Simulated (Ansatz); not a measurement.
The calculation's input:

```
crystal:
  periodic: [false, false, false]
  atoms:
    - {symbol: Si, position_ang: [0.043745, -0.019593, 0.414276]}
    - {symbol: C, position_ang: [-0.076779, -0.213286, 2.247290]}
    - {symbol: C, position_ang: [0.758442, -1.366418, 2.825458]}
    - {symbol: H, position_ang: [-1.164949, -0.357195, 2.440600]}
    - {symbol: H, position_ang: [0.194343, 0.764100, 2.699926]}
    - {symbol: H, position_ang: [0.600273, -1.437272, 3.920010]}
    - {symbol: H, position_ang: [0.479919, -2.342380, 2.381734]}
    - {symbol: H, position_ang: [1.844409, -1.213895, 2.662836]}
    - {symbol: O, position_ang: [1.627315, 0.136395, -0.244592]}
    - {symbol: C, position_ang: [2.351340, 1.227578, 0.063158]}
    - {symbol: C, position_ang: [3.719856, 1.283319, -0.537730]}
    - {symbol: O, position_ang: [1.876954, 2.101698, 0.786988]}
    - {symbol: H, position_ang: [4.260145, 2.182377, -0.195659]}
    - {symbol: H, position_ang: [3.618460, 1.293972, -1.643049]}
    - {symbol: H, position_ang: [4.273293, 0.363273, -0.261521]}
    - {symbol: O, position_ang: [-0.780895, 1.345333, -0.227048]}
    - {symbol: C, position_ang: [-2.117066, 1.402389, -0.403815]}
    - {symbol: C, position_ang: [-2.622124, 2.640765, -1.061169]}
    - {symbol: O, position_ang: [-2.815801, 0.460397, -0.038247]}
    - {symbol: H, position_ang: [-3.724984, 2.677863, -1.033273]}
    - {symbol: H, position_ang: [-2.273925, 2.631583, -2.116157]}
    - {symbol: H, position_ang: [-2.180175, 3.529156, -0.567433]}
    - {symbol: O, position_ang: [-0.488387, -1.464535, -0.318899]}
    - {symbol: C, position_ang: [-0.904805, -1.651338, -1.591768]}
    - {symbol: C, position_ang: [-1.315168, -3.051457, -1.912085]}
    - {symbol: O, position_ang: [-0.931909, -0.717580, -2.384931]}
    - {symbol: H, position_ang: [-1.619550, -3.138619, -2.969143]}
    - {symbol: H, position_ang: [-2.158553, -3.328206, -1.245399]}
    - {symbol: H, position_ang: [-0.473423, -3.738435, -1.690368]}
basis:
  gaussian: {orbitals: def2-SVP, initial_orbitals: start.molden}
total_charge: 1
magnetization: {spin_polarized: true, initial_magnetization: 1}
hamiltonian: {xc: pbe0, dispersion: d4}
scf: {omitted_lower_state_checks: [starts]}
output: {orbitals: {seedname: orbitals}}
```

Launched as:

```sh
ansatz run in.yaml --threads 4 --pin off --events-out ev --progress --plain --max-ram 6963MiB
```

Geometry: PBE-D4/def2-SVP.

These are results of UKS PBE0-D4/def2-SVP (Ansatz), not measurements.

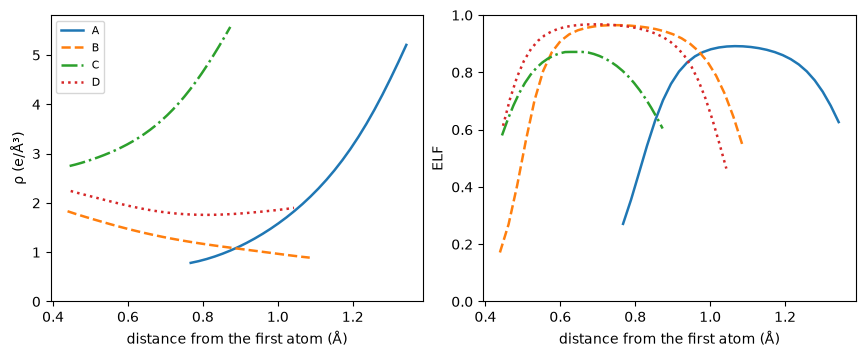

C8H14O6Si (SiEt(OAc)3) (charge +1, doublet). Electron density and ELF along straight lines between neighbouring atoms. The curves leave out the atomic cores.

Question: Which curve belongs to which contact (C–C, C–O, C–Si and Si–O)? The first atom named is at distance zero.

Answer: Curve A: Si–O (1.71 Å): ρ is about 0.97 e/Å³ halfway; the ELF peaks at about 0.90 between the atoms, as expected for a polar covalent bond. Curve B: C–Si (1.85 Å): ρ at the midpoint is about 1 e/Å³; the ELF peaks at about 0.95 between the atoms, as expected for a shared electron pair. Curve C: C–O (1.23 Å): ρ at the midpoint is about 3.2 e/Å³; the ELF peaks at about 0.85 between the atoms (a multiple bond). Curve D: C–C (1.49 Å): ρ at the midpoint is about 1.8 e/Å³; the ELF peaks at about 0.95 between the atoms (localised, covalent bonding).
